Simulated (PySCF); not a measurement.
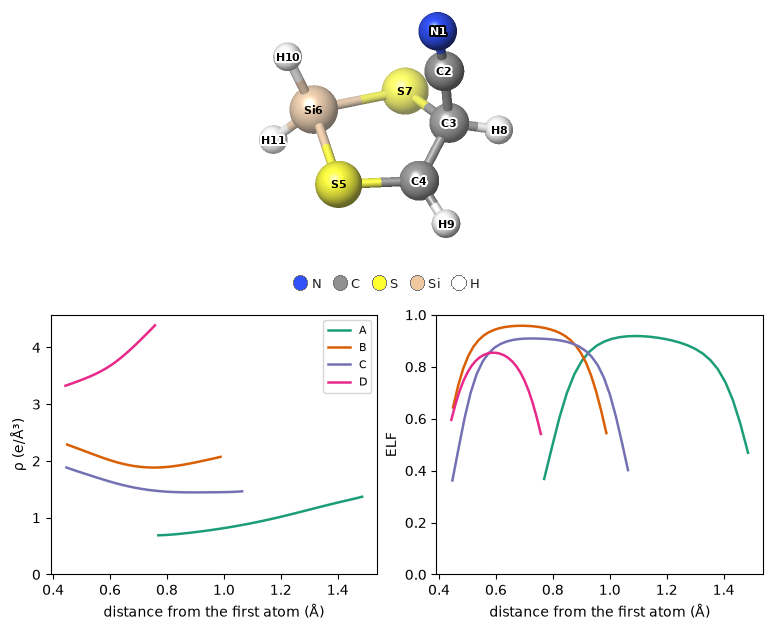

The picture shows: C3H4NS2Si (SMILES N#C[C@H]1[CH]S[SiH2]S1) (doublet). Electron density and ELF along straight lines between neighbouring atoms. The curves leave out the atomic cores. The structure is drawn too.

Geometry: GFN2-xTB.

Computed with UKS B3LYP, pcH-1 on C H N S Si, non-relativistic, mean-field spin-orbit, GIAO in PySCF 2.14.0, density-fitted response routines.

```yaml
atoms:
  - { symbol: N, position_ang: [-1.0736, 2.0333, -1.4414] }
  - { symbol: C, position_ang: [-1.1352, 1.2036, -0.6563] }
  - { symbol: C, position_ang: [-1.1549, 0.1185, 0.2861] }
  - { symbol: C, position_ang: [-0.8001, -1.1454, -0.3352] }
  - { symbol: S, position_ang: [0.7724, -1.4129, -0.9311] }
  - { symbol: Si, position_ang: [1.7871, 0.0492, 0.3640] }
  - { symbol: S, position_ang: [0.1666, 0.6352, 1.6038] }
  - { symbol: H, position_ang: [-2.1042, 0.0857, 0.8227] }
  - { symbol: H, position_ang: [-1.4874, -1.9686, -0.3742] }
  - { symbol: H, position_ang: [2.2809, 1.1001, -0.5051] }
  - { symbol: H, position_ang: [2.7537, -0.6959, 1.1407] }
```

> Which curve belongs to which contact (C–C, C–N, C–S and Si–S)? The first atom named is at distance zero.

Curve A: Si–S (2.12 Å): the density is about 0.87 e/Å³ at the midpoint; the ELF peaks at about 0.90 between the atoms, as expected for a covalent bond. Curve B: C–C (1.44 Å): ρ is about 1.9 e/Å³ halfway; the ELF peaks at about 0.95 between the atoms, as expected for a covalent bond. Curve C: C–S (1.70 Å): ρ is about 1.4 e/Å³ halfway; the ELF peaks at about 0.90 between the atoms (localised, covalent bonding). Curve D: C–N (1.14 Å): ρ is about 3.6 e/Å³ halfway; the ELF peaks at about 0.85 between the atoms; a short, multiple covalent bond.
